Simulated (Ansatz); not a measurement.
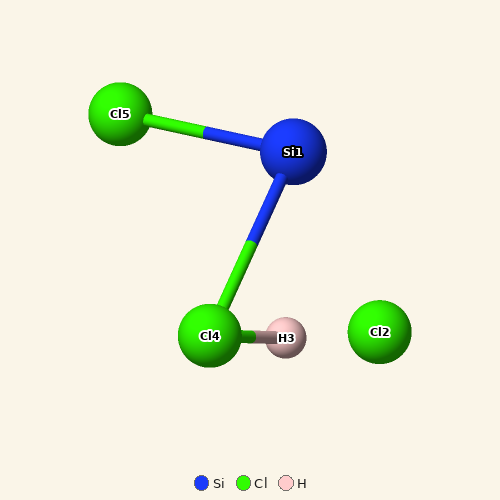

The system is the reacting system Cl₃HSi (fragments Cl₃HSi where the first distance is long, Cl₂Si + ClH where the second is long); the picture shows the reference structure. The first coordinate is: distance Cl2–H3 (bond that forms); the second: distance Si1–H3 (bond that breaks). Relaxed at each point: all other coordinates. Grid: 12 × 12 points. Points are written as (first, second). Energies are in kJ/mol, from a guessed transition structure relaxed with its forming and breaking bonds held. Energies and slopes of some neighbouring points disagree (a jump in structure or state, or too coarse a mesh). The reference is spin-restricted, so regions where a bond is pulled apart into radicals lie too high. Theory: Ansatz 0.2.0, RKS PBE0-D4/def2-SVP.

Its coordinates:

```yaml
atoms:
  - { symbol: Si, position_ang: [0.6556, 0.7763, -0.4828] }
  - { symbol: Cl, position_ang: [0.1617, -1.6107, -0.9820] }
  - { symbol: H, position_ang: [0.1906, -0.7337, 0.5397] }
  - { symbol: Cl, position_ang: [0.2468, 0.0418, 1.7582] }
  - { symbol: Cl, position_ang: [-1.2546, 1.5263, -0.8331] }
```

Range: distance Cl2–H3 (bond that forms) from 1.197 to 2.397 Å; distance Si1–H3 (bond that breaks) from 1.278 to 3.078 Å.

Q: What will the energy surface look like?

A: The lowest grid point is at (2.397 Å, 1.368 Å), −247 kJ/mol from a guessed transition structure relaxed with its forming and breaking bonds held. It lies at the edge of the scanned range, so the true minimum may lie outside. The highest grid point, (1.760 Å, 1.278 Å), lies 508 kJ/mol above the lowest.

```tsv
second ↓, first →	1.197	1.257	1.339	1.434	1.536	1.645	1.760	1.879	2.003	2.131	2.262	2.397
3.078	−62	−76	−75	−55	−21	−10	−31	−46	−57	−65	−71	−75
2.876	−61	−76	−75	−56	−26	−13	−35	−51	−62	−70	−75	−77
2.679	−58	−73	−74	−57	−33	−30	−45	−58	−68	−73	−76	−76
2.487	−52	−68	−70	−57	−43	−45	−54	−63	−68	−71	−71	−69
2.301	−42	−59	−63	−54	−47	−49	−55	−60	−63	−63	−62	−59
2.122	−27	−44	−50	−45	−41	−43	−46	−49	−50	−49	−47	−45
1.950	−20	−41	−30	−27	−25	−26	−28	−30	−30	−29	−28	−29
1.786	2	−22	−36	1	3	2	1	0	−1	−2	−5	−10
1.633	37	8	−13	43	44	44	43	41	39	34	25	15
1.492	91	56	28	11	104	104	102	99	92	80	66	50
1.368	167	127	90	62	32	183	181	174	160	140	−221	−247
1.278	249	204	160	121	78	28	261	−75	−121	−161	−193	−218
```

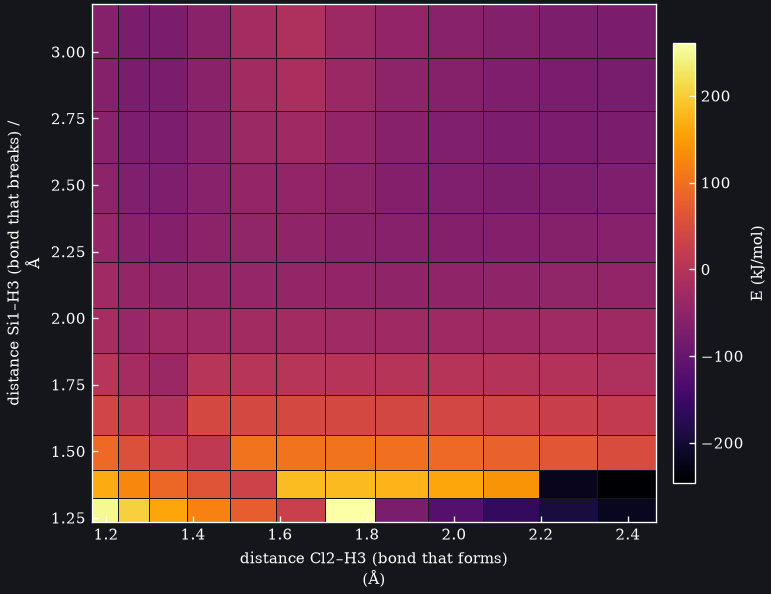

In the figure: one coloured cell a grid point.

The whole map (144 points run) took 21 min on 1 thread of Arm Neoverse V2 (shared host).
